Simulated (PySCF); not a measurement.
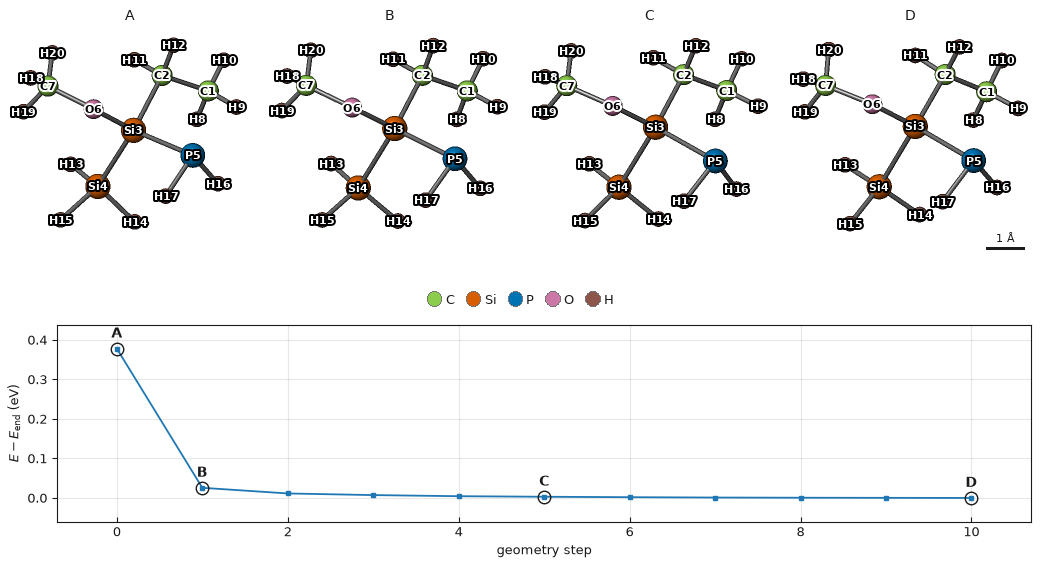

Frames of a relaxation of C$_{3}$H$_{13}$OPSi$_{2}$, marked on the history of the run. A ball-and-stick model, seen at a tilt.

The start comes from GFN2-xTB. Its atoms were then displaced at random by about 0.01 Å.

Computed with PBE0-D3(BJ)/def2-SVP geometry optimisation, gas phase (PySCF 2.14.0, density-fitted response routines). 

> Describe the path.

After 10 geometry steps the energy has fallen by 0.378 eV. The atom that moves furthest after the best rigid fit is H15 (0.39 Å). By element the largest moves are H 0.39 Å, Si 0.14 Å, P 0.14 Å, O 0.14 Å, C 0.12 Å. Among the contacts that change: P5–H16 1.363 → 1.430 Å, Si3–Si4 2.293 → 2.357 Å, C2–Si3 1.935 → 1.884 Å, C7–H20 1.060 → 1.105 Å. Among the angles between lasting bonds that change: Si4–Si3–P5 120.3° → 111.6°, P5–Si3–O6 97.2° → 103.6°, H14–Si4–H15 103.4° → 108.1°. The run took 6 min on 1 thread of AMD EPYC, on a shared host. From step 0 to 1: H16 moves most (0.19 Å), energy −0.352 eV. From step 1 to 5: H16 moves most (0.13 Å), energy −0.023 eV. From step 5 to 10: H15 moves most (0.17 Å), energy −0.003 eV.

| step | E − E(0), eV |
| --- | --- |
| 0 | 0.0000 |
| 1 | -0.3522 |
| 2 | -0.3665 |
| 3 | -0.3707 |
| 4 | -0.3735 |
| 5 | -0.3749 |
| 6 | -0.3760 |
| 7 | -0.3769 |
| 8 | -0.3774 |
| 9 | -0.3776 |
| 10 | -0.3779 |
